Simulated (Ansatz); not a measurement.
# Structural relaxation of glassy 96GeO2-4CaO (mol %) (71 atoms)

Wanted: the relaxed structure of glassy 96GeO2-4CaO (mol %) (71 atoms) and its electronic structure.

Method: Kohn-Sham DFT, PBE, PAW (set soft_2), plane waves, in Ansatz 0.2.0.

## (1) The starting structure

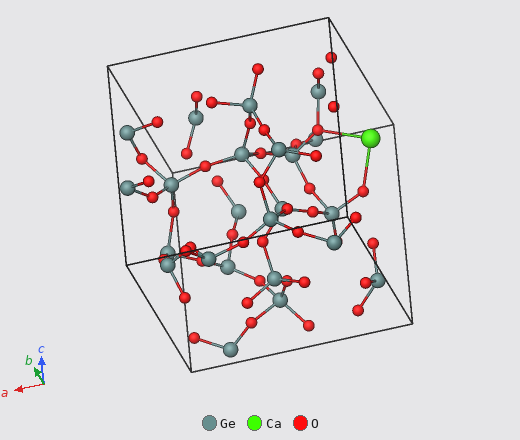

The starting structure, seen from a free direction (germanium teal, calcium green, oxygen red). Bonds to atoms that aren't drawn are left out.

The cell holds 71 atoms: 23 Ge, 1 Ca and 47 O. Cell: a = 10.460 Å, b = 10.460 Å, c = 10.460 Å, α = 90.0°, β = 90.0°, γ = 90.0°. 71 atoms (23 Ge, 1 Ca, 47 O) placed at random at 3.67 g/cm³, melted at 4000 K for 10 ps at fixed volume with the Morse and Coulomb pair potential with partial charges (Pedone, Malavasi, Menziani, Cormack and Segre, J. Phys. Chem. B 110, 11780 (2006)). Quenched from 2500 K to 300 K at 500 K/ps and fixed volume, held 10 ps at zero pressure.

Before any run, some limits are plain. The quench rate of 500 K/ps far exceeds what a furnace or splat quench reaches, so expect more defects and frozen-in strain than in a real sample. The network of bonds at the start is that of the classical potential that made the cell. The Brillouin zone is sampled at Γ only, in a cell whose shortest periodic width is 10 Å.

## (2) Single point at the start

A single point comes first, to see the forces before anything moves.

Input file input.yaml:

```yaml
crystal:
  lattice:
    - [10.4603, 0.0, 0.0]
    - [0.0, 10.4603, 0.0]
    - [0.0, 0.0, 10.4603]
  atoms:
    - { symbol: Ge, position: [0.54311, 0.58149, 0.67027] }
    - { symbol: Ge, position: [0.39802, 0.53666, 0.38632] }
    - { symbol: Ge, position: [0.08729, 0.19998, 0.13171] }
    - { symbol: Ge, position: [0.77224, 0.09098, 0.42404] }
    [... 61 atom lines left out ...]
    - { symbol: O, position: [0.87284, 0.51238, 0.06804] }
    - { symbol: O, position: [0.95804, 0.4749, 0.30069] }
    - { symbol: O, position: [0.78389, 0.6902, 0.20373] }
    - { symbol: O, position: [0.20825, 0.11248, 0.05759] }
    - { symbol: O, position: [0.97023, 0.65444, 0.71274] }
    - { symbol: O, position: [0.87506, 0.96123, 0.41186] }
kpoints:
  mp_grid: { grid: [1, 1, 1] }
hamiltonian:
  xc: pbe
scf:
  occupations: { method: gaussian, width: 0.025 }
output:
  forces: true
  stress: true
  populations: true
  dos:
    method: { smearing: { sigma: 0.08 } }
    de: 0.1
    projected: { site_lists: { Ca: [Ca], Ge: [Ge], O: [O] } }
  eigenvalues: true
```

On the command line:

```
$ ansatz run input.yaml --threads 4 --pin off --max-ram 8192MiB --backend cpu --events-out ev --progress --plain --runs-dir out
```

Elapsed: 17 s, on 4 threads of Arm Neoverse V2, shared host; peak memory 1.5 GiB.

Read from the output:

```
free energy                                      : -127255.4064 eV
free energy per atom                             : -1792.3297 eV/atom
SCF cycles                                       : 9
pressure                                         : 5.492 GPa
r.m.s. force component                           : 1.289 eV/Å
longest force                                    : 4.452 eV/Å
Fermi energy                                     : 3.989 eV
gap (highest filled to lowest empty level) : 1.614 eV
spilling of the projection                       : 0.005392
```

The r.m.s. force component of 1.3 eV/Å and the pressure of 5.5 GPa set the starting point.

Neighbours are counted within 2.27 Å (O-Ge), 2.83 Å (O-Ca).

Length of the force by element and coordination:

| element | coordination | atoms | mean length of the force (eV/Å) | spread | least | most |
| --- | --- | --- | --- | --- | --- | --- |
| Ca | all | 1 | 0.699 | 0 | 0.699 | 0.699 |
| Ge | all | 23 | 2.45 | 1.09 | 0.750 | 4.45 |
| Ge | 4 | 22 | 2.51 | 1.08 | 0.750 | 4.45 |
| Ge | 5 | 1 | 1.26 | 0 | 1.26 | 1.26 |
| O | all | 47 | 1.84 | 0.780 | 0.277 | 3.29 |
| O | 2 | 43 | 1.81 | 0.793 | 0.277 | 3.29 |
| O | 3 | 4 | 2.18 | 0.522 | 1.56 | 2.80 |

## (3) Relaxation

With the cell held, the atoms are moved downhill towards a nearby minimum.

input.yaml, the sections that differ from step 2:

```yaml
output:
  forces: true
relax:
  f_tol: 0.05
  max_steps: 200
# crystal, kpoints, hamiltonian, scf: as in step 2
```

Elapsed: 1.7 min, on 4 threads; peak memory 1.4 GiB; 6.4 min of CPU time.

Relaxation path:

| step | energy less that of the first step (eV) | largest force component (eV/Å) |
| --- | --- | --- |
| 1 | 0.0000 | 4.3349 |
| 2 | -5.2415 | 2.2491 |
| 3 | -8.4078 | 0.5592 |
| 4 | -9.0817 | 0.2899 |
| 5 | -9.4130 | 0.1665 |
| 6 | -9.5314 | 0.1857 |
| 7 | -9.5394 | 0.3149 |
| 8 | -9.5607 | 0.0889 |
| 9 | -9.5597 | 0.0792 |
| 10 | -9.5625 | 0.0733 |
| 11 | -9.5632 | 0.0394 |
| 12 | -9.5651 | 0.0221 |

Relaxation step 9 was tried and not accepted.

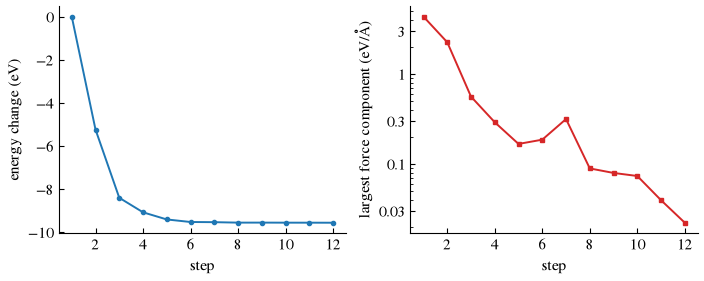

Energy and largest force along the relaxation.

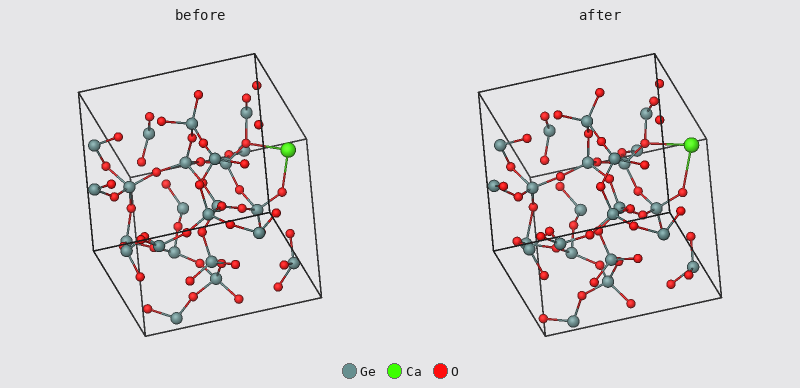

Before and after, at one scale. Bonds to atoms that aren't drawn are left out.

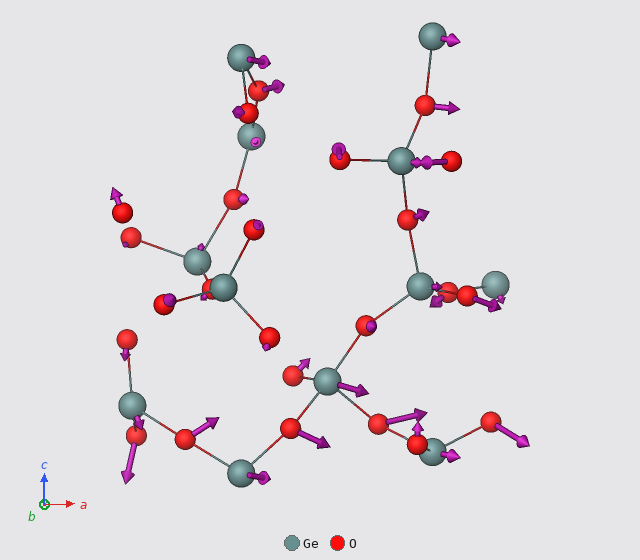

Displacements in the relaxation, exaggerated; the longest in the cell stands for 0.73 Å. Drawn is a slice 5 Å thick, seen along the normal of the ac plane. Bonds to atoms that aren't drawn are left out.

The atoms that moved most (Å):

| atom | dx | dy | dz | length |
| --- | --- | --- | --- | --- |
| O65 | 0.436 | -0.535 | -0.250 | 0.734 |
| O39 | 0.602 | 0.185 | 0.121 | 0.641 |
| O35 | -0.149 | -0.254 | -0.561 | 0.634 |
| O46 | 0.025 | 0.602 | 0.106 | 0.612 |
| O66 | -0.118 | -0.492 | 0.324 | 0.601 |
| O32 | -0.487 | 0.313 | -0.015 | 0.579 |
| O45 | -0.408 | -0.392 | 0.016 | 0.566 |
| O30 | 0.467 | 0.078 | -0.227 | 0.525 |

The relaxation changed the energy by -135 meV/atom, and atoms moved by 0.35 Å r.m.s., 0.73 Å at most.

## (4) Structure statistics after relaxation

Density 3.57 g/cm³, 16.12 Å³ an atom.

Pair distribution functions g(r), in bins of 0.2 Å:

| r (Å) | total | O-O | O-Ge | O-Ca | Ge-Ge | Ge-Ca | Ca-Ca |
| --- | --- | --- | --- | --- | --- | --- | --- |
| 1.60 | 0.06 | 0.00 | 0.15 | 0.00 | 0.00 | 0.00 | 0.00 |
| 1.80 | 5.13 | 0.00 | 11.98 | 0.00 | 0.00 | 0.00 | 0.00 |
| 2.00 | 0.05 | 0.00 | 0.11 | 0.00 | 0.00 | 0.00 | 0.00 |
| 2.20 | 0.08 | 0.00 | 0.09 | 2.15 | 0.00 | 0.00 | 0.00 |
| 2.40 | 0.06 | 0.00 | 0.00 | 3.37 | 0.00 | 0.00 | 0.00 |
| 2.60 | 0.08 | 0.18 | 0.00 | 0.00 | 0.00 | 0.00 | 0.00 |
| 2.80 | 1.73 | 3.77 | 0.05 | 2.61 | 0.00 | 0.00 | 0.00 |
| 3.00 | 1.76 | 3.62 | 0.09 | 1.13 | 1.12 | 0.00 | 0.00 |
| 3.20 | 0.88 | 0.78 | 0.41 | 0.91 | 3.17 | 2.02 | 0.00 |
| 3.40 | 0.77 | 0.50 | 0.62 | 0.00 | 2.58 | 1.69 | 0.00 |
| 3.60 | 0.79 | 0.80 | 0.86 | 0.00 | 0.55 | 1.55 | 0.00 |
| 3.80 | 0.64 | 0.40 | 1.02 | 0.00 | 0.11 | 1.43 | 0.00 |
| 4.00 | 1.15 | 0.71 | 1.75 | 1.23 | 0.64 | 0.00 | 0.00 |
| 4.20 | 1.04 | 0.52 | 1.62 | 0.53 | 0.78 | 3.41 | 0.00 |
| 4.40 | 1.08 | 0.68 | 1.68 | 1.53 | 0.35 | 0.00 | 0.00 |
| 4.60 | 1.22 | 0.70 | 1.71 | 1.41 | 1.38 | 0.96 | 0.00 |
| 4.80 | 0.84 | 0.93 | 0.75 | 0.83 | 0.83 | 0.87 | 0.00 |
| 5.00 | 1.04 | 1.40 | 0.54 | 1.92 | 1.37 | 1.61 | 0.00 |

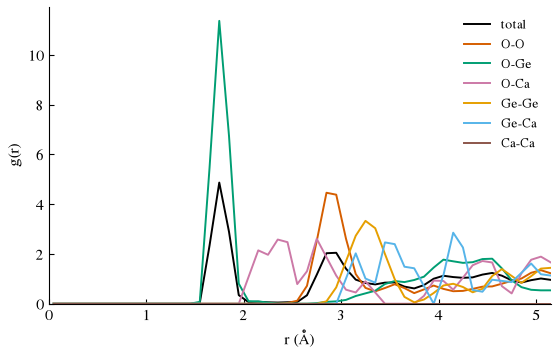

Pair distribution functions, lightly smoothed.

## (5) Single point at the relaxed geometry

One more single point at the end of the walk gives the fuller output and checks the residual forces.

Input file input.yaml:

```yaml
crystal:
  lattice:
    - [10.4603, 0.0, 0.0]
    - [0.0, 10.4603, 0.0]
    - [0.0, 0.0, 10.4603]
  atoms:
    - { symbol: Ge, position: [0.52541, 0.6009, 0.65565] }
    - { symbol: Ge, position: [0.39024, 0.53186, 0.37555] }
    - { symbol: Ge, position: [0.09458, 0.19341, 0.11251] }
    - { symbol: Ge, position: [0.78729, 0.09278, 0.42333] }
    [... 61 atom lines left out ...]
    - { symbol: O, position: [0.86153, 0.4653, 0.09897] }
    - { symbol: O, position: [0.98521, 0.50059, 0.32577] }
    - { symbol: O, position: [0.75645, 0.67654, 0.23851] }
    - { symbol: O, position: [0.24551, 0.11755, 0.08078] }
    - { symbol: O, position: [0.94907, 0.63303, 0.71547] }
    - { symbol: O, position: [0.91442, 0.98397, 0.39518] }
kpoints:
  mp_grid: { grid: [1, 1, 1] }
hamiltonian:
  xc: pbe
scf:
  occupations: { method: gaussian, width: 0.025 }
output:
  forces: true
  stress: true
  populations: true
  dos:
    method: { smearing: { sigma: 0.15 } }
    de: 0.1
    projected: { site_lists: { Ca: [Ca], Ge: [Ge], O: [O] } }
  eigenvalues: true
  write_density: true
  write_potential: true
  volumetric_format: npy
```

The job ended after 17 s (4 threads; peak memory 1.5 GiB; 64 s of CPU time).

The program notes that the exchange-correlation potential is rough where the density is thin.

Read from the output:

```
free energy                                      : -127264.9714 eV
free energy per atom                             : -1792.4644 eV/atom
SCF cycles                                       : 9
pressure                                         : -2.229 GPa
r.m.s. force component                           : 0.00508 eV/Å
longest force                                    : 0.02616 eV/Å
Fermi energy                                     : 3.992 eV
gap (highest filled to lowest empty level) : 1.911 eV
spilling of the projection                       : 0.005491
```

Löwdin charges by element (they lack the spilled electrons, 0.047 e an atom on average):

| element | coordination | atoms | mean charge (e) | spread | least | most |
| --- | --- | --- | --- | --- | --- | --- |
| Ca | all | 1 | 1.81 | 0 | 1.81 | 1.81 |
| Ge | all | 23 | 1.58 | 0.0216 | 1.53 | 1.61 |
| O | all | 47 | -0.741 | 0.0353 | -0.927 | -0.710 |

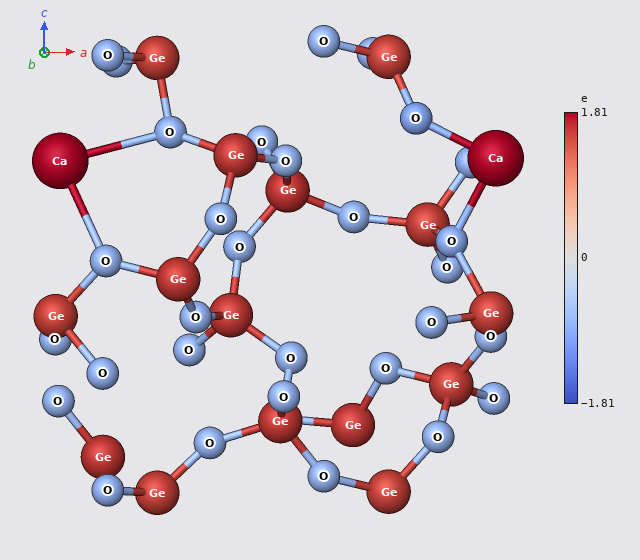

Atoms coloured by Löwdin charge. Drawn is a slice 5 Å thick, seen along the normal of the ac plane.

States in the cell by windows of 1 eV, zero at the Fermi level; the larger projections on atomic orbitals stand beside the total:

| from (eV) | to (eV) | total | O p | Ge p | Ge s |
| --- | --- | --- | --- | --- | --- |
| -14 | -11 | 0.0 | 0.0 | 0.0 | 0.0 |
| -11 | -10 | 7.9 | 4.4 | 0.2 | 3.0 |
| -10 | -9 | 10.4 | 5.8 | 0.5 | 3.4 |
| -9 | -8 | 12.4 | 7.2 | 1.0 | 3.1 |
| -8 | -7 | 12.0 | 7.4 | 1.3 | 2.3 |
| -7 | -6 | 18.9 | 13.7 | 4.4 | 0.3 |
| -6 | -5 | 31.5 | 23.4 | 6.8 | 0.3 |
| -5 | -4 | 22.6 | 17.5 | 2.9 | 0.3 |
| -4 | -3 | 48.4 | 42.4 | 3.3 | 0.3 |
| -3 | -2 | 83.3 | 79.5 | 1.6 | 0.2 |
| -2 | -1 | 31.6 | 30.7 | 0.3 | 0.0 |
| -1 | 0 | 3.0 | 2.8 | 0.1 | 0.0 |
| 0 | 1 | 1.0 | 0.2 | 0.0 | 0.5 |
| 1 | 2 | 1.0 | 0.2 | 0.0 | 0.5 |
| 2 | 3 | 8.1 | 2.1 | 0.9 | 3.6 |
| 3 | 4 | 13.7 | 3.7 | 2.1 | 5.6 |
| 4 | 5 | 11.0 | 2.9 | 2.4 | 3.7 |

Between -26 and -14 eV lie 330 more states.

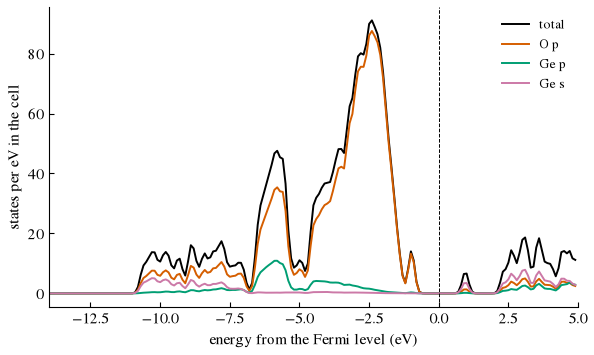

Total and projected density of states, with the broadening of the input.

The levels nearest the highest filled one (over half full), pooled over k-points and spins:

| level less the highest filled one (eV) | occupation |
| --- | --- |
| -0.676 | 2 |
| -0.652 | 2 |
| -0.563 | 2 |
| -0.445 | 2 |
| -0.0437 | 2 |
| 0 | 2 |
| 1.91 | 0 |
| 3.29 | 0 |
| 3.55 | 0 |
| 3.61 | 0 |
| 3.86 | 0 |
| 3.98 | 0 |

Mean Löwdin charges: Ca +1.81, Ge +1.58, O -0.74 e (they miss 0.55 % of the electrons, so they add up to more than the cell's charge). The largest share in the top eV of filled states is O p (98 % of the projected weight), and in the lowest eV of empty states Ge s (53 % of the projected weight).

## (6) Outcome

* energy change in the relaxation: -134.7 meV/atom
* r.m.s. displacement: 0.347 Å
* largest displacement: 0.734 Å
* free energy per atom: -1792.4644 eV/atom
* pressure: -2.229 GPa
* r.m.s. force component: 0.00508 eV/Å
* gap (highest filled to lowest empty level): 1.911 eV
* wall time of the 3 DFT runs: 2.3 min

What this shows: Relaxation lowers the energy by 135 meV/atom and moves atoms by 0.35 Å r.m.s.; the r.m.s. force component goes from 1.3 to 0.0051 eV/Å, the pressure goes from 5.5 to -2.2 GPa, and the gap from 1.61 to 1.91 eV. First to last step the energy falls by 9.565 eV; the largest move, 0.73 Å, is that of O65. The highest filled and lowest empty levels differ by 1.91 eV (at Γ alone); a semilocal functional tends to put such gaps too low. In a disordered cell it changes from sample to sample, and tail or defect levels can set it.

What to keep in mind: The network of bonds at the start is that of the classical potential that made the cell; in DFT atoms moved by 0.35 Å r.m.s. The pressure of -2.2 GPa means that a free cell would contract at this level.

[Logs are printed without paths, hosts, clocks, repeated set-up lines and the standing remarks that a program may print on its own settings, such as how far it seeks lower states.]

[Hosts, paths, dates, database ids (printed as entryN), source tags and the programs' standing remarks are cut or masked in the printed files.]
